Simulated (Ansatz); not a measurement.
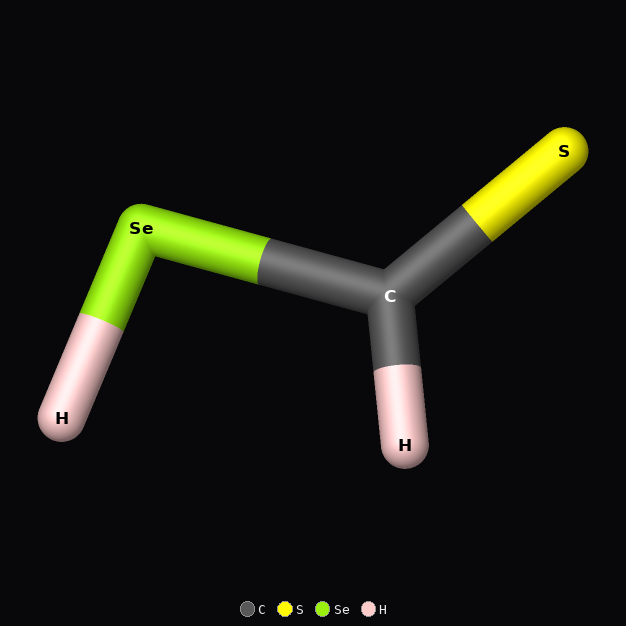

Stick drawing of a structure.

Computed geometry: PBE0-D4/def2-TZVP optimisation. No frequency run is at hand to confirm it as a minimum.

Give the formula.

CH₂SSe, 5 atoms: 1 carbon, 2 hydrogen, 1 sulfur and 1 selenium.

Give the symmetry (Schoenflies symbol).

Cs.

Count the bonded pairs by element.

1 C–S, 1 C–Se, 1 Se–H, 1 C–H. Sticks follow a distance rule.

How many sets of symmetry-equivalent atoms are there?

5: 1 C, 1 S, 1 Se, 1 H, 1 H.

The parts below concern this one geometry. Atoms keep their numbers from picture to picture.

## Shape

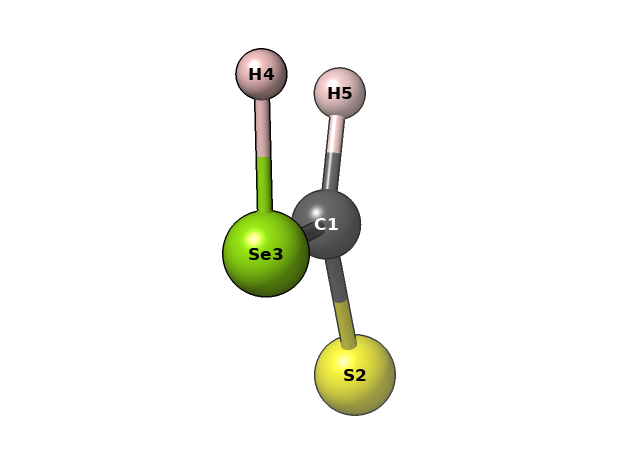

C1 lies behind Se3. The molecule seen a little off the Se3–C1 bond, Se3 in front. Atoms fade into the background with distance from the viewer. No frequency run is at hand to confirm it as a minimum.

What is the torsion angle H4–Se3–C1–S2? The sign is positive where the front bond must turn clockwise to cover the back bond.

180°, antiperiplanar (anti).

## Electronic properties

No frequency run is at hand to confirm it as a minimum. Properties computed with RKS PBE0-D4/def2-TZVPP (Ansatz 0.2.0).

What is the HOMO–LUMO gap?

4.37 eV.

What is the HOMO energy (Kohn–Sham orbital)?

−6.70 eV.

## Charges

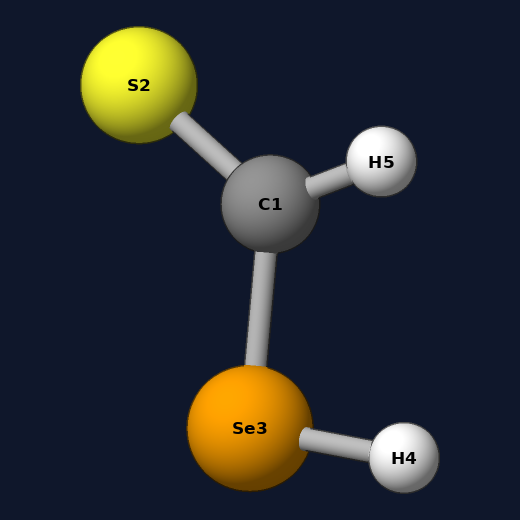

The questions are on Mulliken charges. No frequency run is at hand to confirm it as a minimum. Level of theory: RKS PBE0-D4/def2-TZVP (Ansatz 0.2.0).

Which atom carries the highest charge (most positive or least negative)?

H5 (0.16 e).

And the lowest?

S2 (−0.17 e).

Give the Mulliken charges atom by atom.

```json
{"atom": "C1", "value (e)": "−0.13"}
{"atom": "S2", "value (e)": "−0.17"}
{"atom": "Se3", "value (e)": "0.02"}
{"atom": "H4", "value (e)": "0.12"}
{"atom": "H5", "value (e)": "0.16"}
```

## Dipole moment

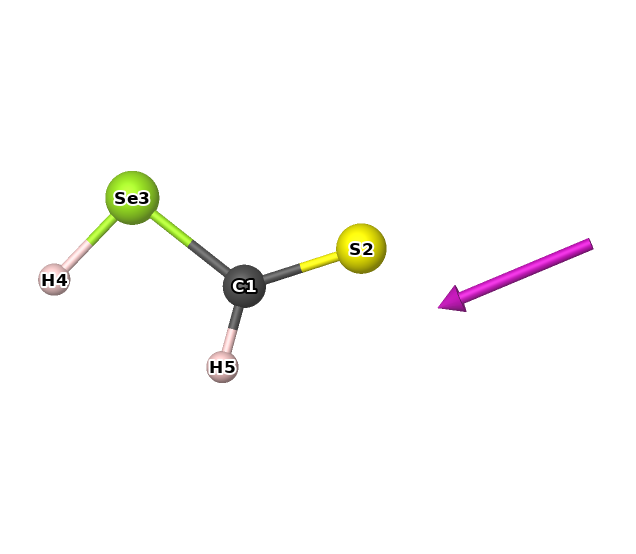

The arrow beside the molecule shows the direction of the dipole moment, from the negative to the positive end (its length means nothing). No frequency run is at hand to confirm it as a minimum. Properties computed with RKS PBE0-D4/def2-TZVP (Ansatz 0.2.0).

Estimate the dipole moment.

2.57 D; it points from the side of S2 to the side of H4 (the outermost atoms at the two ends).

Mulliken values depend strongly on the basis set and can even reverse the polarity of a bond.
